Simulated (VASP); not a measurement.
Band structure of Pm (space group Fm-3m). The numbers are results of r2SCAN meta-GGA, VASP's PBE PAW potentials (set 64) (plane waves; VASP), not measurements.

The 4f electrons are frozen in the core of the lanthanide potential, so 4f levels, which can set the real gap, and their magnetism are missing.

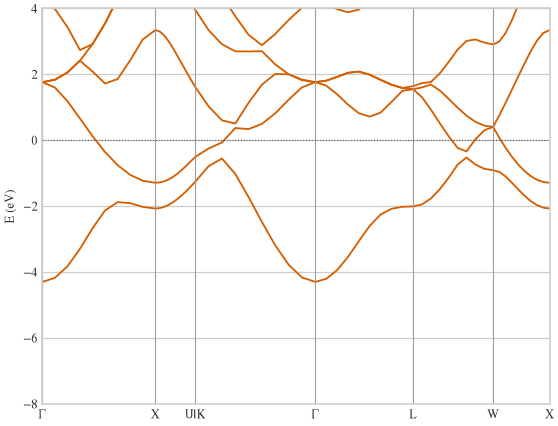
Figure: Bands along high-symmetry lines, zero at the valence-band maximum or, without a gap, the Fermi level

Problem. Read the plot: is there a gap, and where are the band edges?

Solution. It has no gap at this level: it comes out as a metal or semimetal.

The structure comes from a computed database's Pm entry (Fm-3m); how it stands against other phases isn't given here. It was relaxed first.
